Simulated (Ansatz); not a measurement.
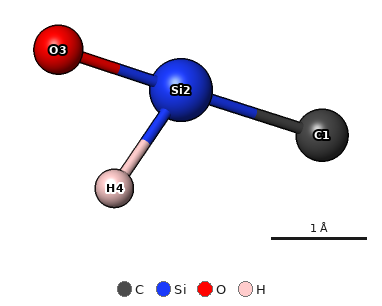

The starting structure (ball-and-stick view, seen at a tilt; atoms are numbered from 1 in the order of the input).

**Geometry relaxation of CHOSi (charge +1)**

- system: CHOSi, charge +1
- method: RKS PBE0-D4/def2-SVP (Ansatz 0.2.0)

It belongs to a series of runs on one base structure; here: end point B relaxed. Figures and captions count atoms from 1; the log counts them from 0 in places.

**What the program printed**
```
The last accepted step is kept in [file] (removed where the run ends without a failure and the disk answers)
Engine: ansatz 0.2.0, aarch64-unknown-linux-gnu
Functional definition: PBE0
  parameter a = 0.25
  parameter kappa = 0.804
  parameter beta = 0.06672455060314922
  exchange = (1 - a)*pbe_x(kappa = kappa, mu = beta*pi^2/3) + a*exact_x
  correlation = pbe_c(beta = beta)
529 factors; integrals over basis functions are off by at most 2.8e-4 eV
mean field evaluation 1: about -10922.3820 eV, gradient 1.0e2 eV
mean field evaluation 2: about -10642.3495 eV, gradient 2.4e2 eV
mean field evaluation 4: about -10863.0949 eV, gradient 1.6e2 eV
mean field evaluation 8: about -10941.4170 eV, gradient 3.7e1 eV
mean field evaluation 16: about -10946.9509 eV, gradient 2.9e-4 eV
mean field -10946.95086251 eV, -402.2930240876 hartree, gradient 1.8e-5 eV, S^2 0.000000; 2 other end points of the search recorded, 0 dependent functions left out
the calculation of the forces begins
reference -10946.95088012 eV, -402.2930247346 hartree; 14, 14 occupied and 37, 37 virtual orbitals, 529 factors
relax step   1: F+E_penalty+E_count = -10946.99608674 eV  Δ(F+E_penalty+E_count) = +0.000e0 eV  max|allowed force component| = 2.277e0 eV/Å  Δτ_max = 0.0000 Å  (77 SCF iters, accepted)
these checks for a lower state are left out or cut short: starts, cluster_reference, orbital_swaps, neighbouring_geometries, increment
529 factors; integrals over basis functions are off by at most 3.1e-4 eV
mean field evaluation 32: about -10947.3602 eV, gradient 1.0e-5 eV
mean field -10947.36015298 eV, -402.3080652348 hartree, gradient 1.0e-5 eV, S^2 0.000000; 0 other end points of the search recorded, 0 dependent functions left out
[... from here on the field's lines of each further geometry are left out, up to the last ...]
relax step   2: F+E_penalty+E_count = -10947.40497786 eV  Δ(F+E_penalty+E_count) = -4.089e-1 eV  max|allowed force component| = 1.646e0 eV/Å  Δτ_max = 0.0745 Å  (36 SCF iters, accepted)
relax step   3: F+E_penalty+E_count = -10948.41266189 eV  Δ(F+E_penalty+E_count) = -1.008e0 eV  max|allowed force component| = 4.196e0 eV/Å  Δτ_max = 0.1915 Å  (41 SCF iters, accepted)
relax step   4: F+E_penalty+E_count = -10949.77491477 eV  Δ(F+E_penalty+E_count) = -1.362e0 eV  max|allowed force component| = 4.039e0 eV/Å  Δτ_max = 0.1938 Å  (39 SCF iters, accepted)
relax step   5: F+E_penalty+E_count = -10949.66734626 eV  Δ(F+E_penalty+E_count) = +1.076e-1 eV  max|allowed force component| = 1.023e1 eV/Å  Δτ_max = 0.1956 Å  (38 SCF iters, rejected (line search))
relax step   6: F+E_penalty+E_count = -10950.33524017 eV  Δ(F+E_penalty+E_count) = -5.603e-1 eV  max|allowed force component| = 2.330e0 eV/Å  Δτ_max = 0.0969 Å  (34 SCF iters, accepted)
relax step   7: F+E_penalty+E_count = -10950.59280852 eV  Δ(F+E_penalty+E_count) = -2.576e-1 eV  max|allowed force component| = 7.946e-1 eV/Å  Δτ_max = 0.0974 Å  (33 SCF iters, accepted)
relax step   8: F+E_penalty+E_count = -10950.70519079 eV  Δ(F+E_penalty+E_count) = -1.124e-1 eV  max|allowed force component| = 3.854e-1 eV/Å  Δτ_max = 0.1500 Å  (33 SCF iters, accepted)
relax step   9: F+E_penalty+E_count = -10950.73454947 eV  Δ(F+E_penalty+E_count) = -2.936e-2 eV  max|allowed force component| = 3.893e-1 eV/Å  Δτ_max = 0.1024 Å  (34 SCF iters, accepted)
relax step  10: F+E_penalty+E_count = -10950.74461171 eV  Δ(F+E_penalty+E_count) = -1.006e-2 eV  max|allowed force component| = 7.253e-1 eV/Å  Δτ_max = 0.1407 Å  (34 SCF iters, accepted)
relax step  11: F+E_penalty+E_count = -10950.76110886 eV  Δ(F+E_penalty+E_count) = -1.650e-2 eV  max|allowed force component| = 1.515e-1 eV/Å  Δτ_max = 0.1184 Å  (35 SCF iters, accepted)
relax step  12: F+E_penalty+E_count = -10950.76200049 eV  Δ(F+E_penalty+E_count) = -8.916e-4 eV  max|allowed force component| = 1.752e-1 eV/Å  Δτ_max = 0.0319 Å  (33 SCF iters, accepted)
the calculation of the forces begins
reference -10950.71876551 eV, -402.4314919688 hartree; 14, 14 occupied and 37, 37 virtual orbitals, 530 factors
relax step  13: F+E_penalty+E_count = -10950.76289696 eV  Δ(F+E_penalty+E_count) = -8.965e-4 eV  max|allowed force component| = 1.015e-2 eV/Å  Δτ_max = 0.0352 Å  (34 SCF iters, accepted)
530 factors; integrals over basis functions are off by at most 8.1e-4 eV
mean field evaluation 160: about -10950.6777 eV, gradient 2.4e-1 eV
```

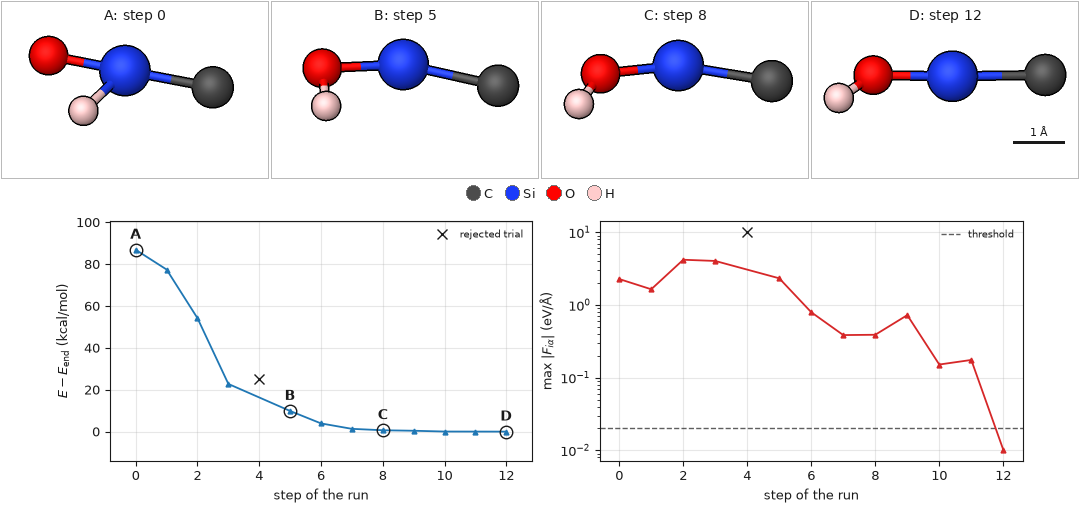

Frames of the relaxation (ball-and-stick view, seen at a tilt) above the curves, on which the letters mark them (the first geometry is step 0 here and step 1 in the log).

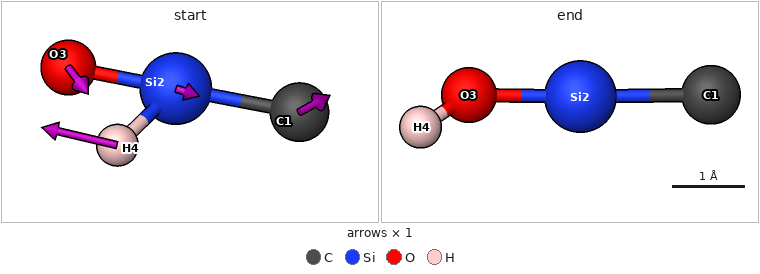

Before (left) and after (right) the relaxation, at one scale (ball-and-stick view, seen at a tilt). The pink arrows give the displacements, at true length. H4 moves most after the best rigid fit: 1.10 Å. Largest moves by element: H 1.10 Å, C 0.59 Å, O 0.57 Å, Si 0.36 Å. Among the contacts that change: Si2–H4 1.440 → 2.400 Å, O3–H4 1.574 → 0.974 Å, C1–Si2 1.755 → 1.852 Å, Si2–O3 1.528 → 1.572 Å. New bonds form: O3–H4 (1.57 → 0.97 Å). Bonds break: Si2–H4 (1.44 → 2.40 Å). The energy falls by 86.9 kcal/mol in 12 geometry steps. Largest force component: 2.3 eV/Å at the start, 0.01 eV/Å at the end. The line search rejected the trial step at point 4 (counted from 0) and went back. (Atoms are counted from 1 in the order of the input.)

```
mean field -10950.71874654 eV, -402.4314912716 hartree, gradient 2.3e-6 eV, S^2 0.000000; 3 other end points of the search recorded, 0 dependent functions left out
the calculation of the forces begins
reference -10950.71876551 eV, -402.4314919688 hartree; 14, 14 occupied and 37, 37 virtual orbitals, 530 factors
Total energy: -10950.76291593 eV, -402.4331144667 hartree
Atom 0 at    -1.742145     1.093890     1.812969 Å, force    -0.008569     0.002317     0.010153 eV/Å
Atom 1 at    -0.556015     0.540383     0.503072 Å, force     0.003979     0.001917    -0.005942 eV/Å
Atom 2 at     0.450200     0.016460    -0.585836 Å, force     0.007025    -0.002352    -0.008138 eV/Å
Atom 3 at     0.944221     0.341338    -1.359245 Å, force    -0.002434    -0.001882     0.003927 eV/Å
Dipole moment:     0.230293     0.137454    -0.354792 e Å
```

**Trajectory as extended XYZ (Å, eV, eV/Å), 13 frames, from step=1 to step=13**
```
4
Properties=species:S:1:pos:R:3:forces:R:3 step=1 energy=-10946.99609
C    -1.4254    1.2515    1.3379   -1.8564   1.8444   1.6489
Si   -0.3478    0.2975    0.3329   -0.7261  -2.2772   1.8750
O     0.5878   -0.5420   -0.5351    1.1645  -0.1911  -1.4306
H     0.2816    0.9850   -0.7647    1.4180   0.6239  -2.0934
4
Properties=species:S:1:pos:R:3:forces:R:3 step=2 energy=-10947.40498
C    -1.4718    1.2727    1.3893   -0.7466   0.8002   0.6392
Si   -0.3590    0.2775    0.3556   -0.9603  -0.9789   1.6459
O     0.5977   -0.5264   -0.5543    0.6483   0.8730  -1.1981
H     0.3293    0.9682   -0.8195    1.0586  -0.6943  -1.0870
4
Properties=species:S:1:pos:R:3:forces:R:3 step=3 energy=-10948.41266
C    -1.5680    1.3142    1.4969    0.6112  -0.5401  -0.5704
Si   -0.3947    0.2486    0.4138   -1.6516  -0.1707   2.2101
O     0.6155   -0.4224   -0.6200   -0.5278   4.1965  -1.0375
H     0.4435    0.8517   -0.9197    1.5682  -3.4857  -0.6022
4
Properties=species:S:1:pos:R:3:forces:R:3 step=4 energy=-10949.77491
C    -1.6417    1.3390    1.5822    0.9971  -0.9090  -0.9192
Si   -0.4379    0.2220    0.4806   -0.7619  -0.3810   1.1436
O     0.6198   -0.2937   -0.6784   -1.6086   4.0390   0.4275
H     0.5560    0.7248   -1.0135    1.3734  -2.7490  -0.6519
4
Properties=species:S:1:pos:R:3:forces:R:3 step=5 energy=-10949.66735 accepted=F
C    -1.6575    1.3305    1.6063    0.5664  -0.5492  -0.5086
Si   -0.4948    0.1827    0.5704    0.9265  -0.2817  -1.0850
O     0.5787   -0.1186   -0.6969   -3.3967  -9.4032   8.2587
H     0.6698    0.5975   -1.1088    1.9038  10.2340  -6.6651
4
Properties=species:S:1:pos:R:3:forces:R:3 step=6 energy=-10950.33524
C    -1.6238    1.3141    1.5693    0.4830  -0.4808  -0.4287
Si   -0.4695    0.2075    0.5274   -0.4627  -0.2584   0.7055
O     0.5715   -0.2239   -0.6444   -0.7904   2.3298   0.0685
H     0.6180    0.6944   -1.0814    0.7700  -1.5906  -0.3453
4
Properties=species:S:1:pos:R:3:forces:R:3 step=7 energy=-10950.59281
C    -1.6145    1.2928    1.5660   -0.1047   0.0383   0.1200
Si   -0.4985    0.1957    0.5699    0.0877  -0.3672   0.0370
O     0.5290   -0.1557   -0.6174   -0.4070   0.7946   0.2014
H     0.6802    0.6593   -1.1476    0.4240  -0.4658  -0.3584
4
Properties=species:S:1:pos:R:3:forces:R:3 step=8 energy=-10950.70519
C    -1.6550    1.2767    1.6251    0.0302  -0.0911  -0.0017
Si   -0.5177    0.2104    0.5887   -0.1469   0.0510   0.1694
O     0.4938   -0.0898   -0.5987    0.0439   0.3854  -0.2149
H     0.7752    0.5948   -1.2442    0.0729  -0.3453   0.0472
4
Properties=species:S:1:pos:R:3:forces:R:3 step=9 energy=-10950.73455
C    -1.6841    1.2431    1.6765   -0.0426  -0.0196   0.0632
Si   -0.5328    0.2682    0.5846    0.1493   0.0006  -0.1937
O     0.4788   -0.0461   -0.5972   -0.2684  -0.1013   0.3893
H     0.8343    0.5269   -1.2930    0.1616   0.1203  -0.2588
4
Properties=species:S:1:pos:R:3:forces:R:3 step=10 energy=-10950.74461
C    -1.7274    1.1892    1.7547    0.0825  -0.0902  -0.0698
Si   -0.5477    0.3659    0.5638   -0.1354   0.1543   0.1122
O     0.4564    0.0051   -0.5892    0.4636   0.3036  -0.7253
H     0.9149    0.4319   -1.3584   -0.4107  -0.3677   0.6830
4
Properties=species:S:1:pos:R:3:forces:R:3 step=11 energy=-10950.76111
C    -1.7364    1.1292    1.7910    0.0191  -0.0220  -0.0157
Si   -0.5505    0.4767    0.5221   -0.1435   0.0839   0.1515
O     0.4543    0.0101   -0.5886    0.0769  -0.0787  -0.0674
H     0.9289    0.3761   -1.3536    0.0476   0.0168  -0.0685
4
Properties=species:S:1:pos:R:3:forces:R:3 step=12 energy=-10950.76200
C    -1.7406    1.1134    1.8030   -0.0121  -0.0009   0.0160
Si   -0.5552    0.5075    0.5155    0.1401  -0.0494  -0.1612
O     0.4549    0.0103   -0.5894   -0.1444   0.0292   0.1752
H     0.9371    0.3609   -1.3581    0.0165   0.0211  -0.0300
4
Properties=species:S:1:pos:R:3:forces:R:3 step=13 energy=-10950.76290
C    -1.7421    1.0939    1.8130   -0.0086   0.0023   0.0102
Si   -0.5560    0.5404    0.5031    0.0040   0.0019  -0.0059
O     0.4502    0.0165   -0.5858    0.0070  -0.0024  -0.0081
H     0.9442    0.3413   -1.3592   -0.0024  -0.0019   0.0039
```

The run was set up as follows.

**Input file**
```yaml
crystal:
  periodic: [false, false, false]
  atoms:
    - { symbol: C, position_ang: [-1.42541, 1.25153, 1.33788] }
    - { symbol: Si, position_ang: [-0.34777, 0.29747, 0.33289] }
    - { symbol: O, position_ang: [0.58782, -0.54196, -0.5351] }
    - { symbol: H, position_ang: [0.28162, 0.98503, -0.76471] }
total_charge: 1
basis:
  gaussian: { orbitals: def2-SVP }
hamiltonian:
  xc: pbe0
  dispersion: d4
relax:
  f_tol: 0.02
  max_steps: 50
```

Launch command:
```bash
ansatz run input.yaml --threads 1 --pin off --max-ram 2048MiB --backend cpu --events-out ev --progress --plain --runs-dir out
```

**Summary**

- outcome: converged
- total energy: −10950.7629 eV
- mean-field energy: −10950.7188 eV
- largest force (length of the vector) at the end: 0.013 eV/Å
- hardware: 1 thread of Arm Neoverse N1, 16 GiB of memory available, shared host
- wall time: 30 s
- peak memory: 0.13 GiB
